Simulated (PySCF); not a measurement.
C9H12Si, SMILES C=CC[SiH2]c1ccccc1, singlet at its GFN2-xTB optimised geometry (Å):

```
22

C     -3.7862    -3.3473    -1.3606
C     -3.3050    -2.7692    -0.2748
C     -2.5857    -1.4698    -0.2542
Si    -0.7151    -1.7508     0.0095
C      0.2057    -0.1019     0.0000
C     -0.4433     1.1293     0.0013
C      0.2687     2.3159     0.0026
C      1.6525     2.2936     0.0016
C      2.3176     1.0784     0.0000
C      1.5982    -0.1019     0.0000
H     -3.7044    -2.8831    -2.3302
H     -4.2837    -4.3015    -1.3298
H     -3.3980    -3.2605     0.6852
H     -2.7533    -0.9386    -1.1919
H     -2.9763    -0.8524     0.5563
H     -0.1987    -2.6047    -1.0683
H     -0.4964    -2.4178     1.3021
H     -1.5235     1.1631     0.0000
H     -0.2566     3.2605     0.0038
H      2.2110     3.2185     0.0015
H      3.3980     1.0538    -0.0014
H      2.1218    -1.0473    -0.0010
```

Level of theory: PBE0/def2-SVP (PySCF 2.14.0).

Map of the Laplacian of the electron density (e/bohr⁵) on the plane z = 1.0 Å:

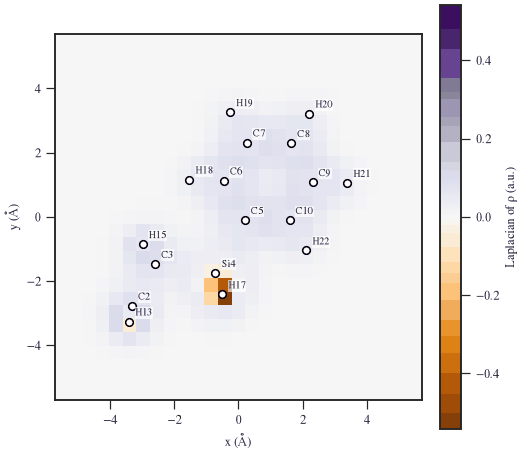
Figure: Laplacian of the electron density (e/bohr⁵) on the plane z = 1.0 Å.
